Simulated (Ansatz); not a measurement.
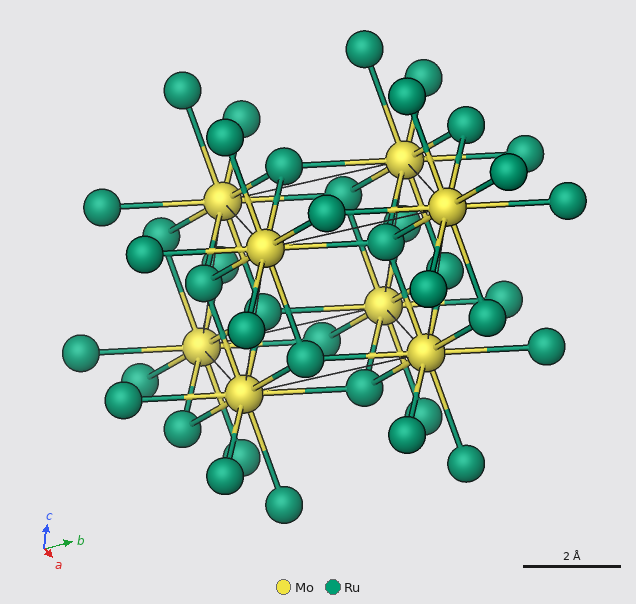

Ball-and-stick model, viewed slightly off an axis. The box is the simulation cell; atoms on or close to its faces, edges and corners are drawn wherever they repeat. Bonds that leave the box are completed with the atoms at their other ends.

```yaml
crystal:
  lattice:
    - [0.00000, 2.94093, 2.94093]
    - [2.94093, 0.00000, 2.94093]
    - [2.94093, 2.94093, 0.00000]
  atoms:
    - { symbol: Mo, position: [0.00000, 0.00000, 0.00000] }
    - { symbol: Ru, position: [0.25000, 0.25000, 0.25000] }
    - { symbol: Ru, position: [0.75000, 0.75000, 0.75000] }
```

The calculation used DFT PBE, scalar-relativistic, plane waves, PAW in Ansatz 0.2.0, with an energy cutoff of 420 eV, k-points on a 14×14×14 grid, Gaussian smearing of 0.1 eV, no spin polarisation.

> Predict the Bader charges.

Mo +0.64 e; Ru -0.32 e.

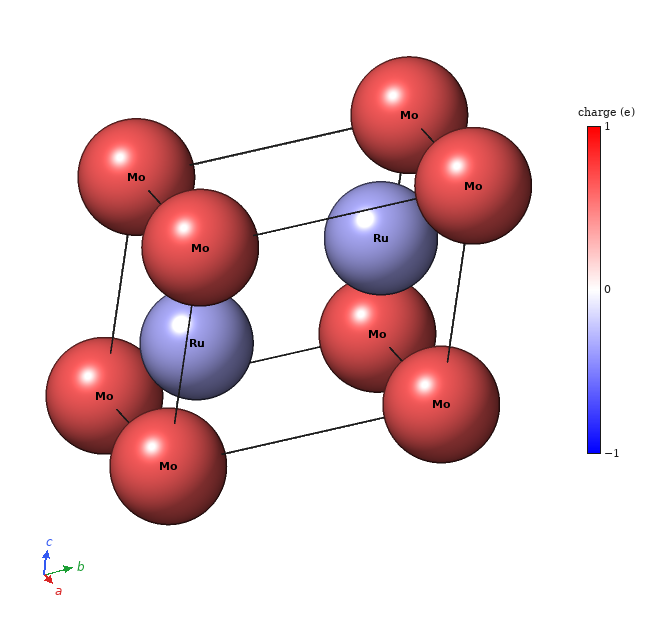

The atoms coloured by those charges.

The structure comes from a structure type filled with these elements by a generator (whether the compound takes this form wasn't checked). Earlier steps of the study may have refined or changed the cell and positions. It was run through Ansatz as a DFT input.
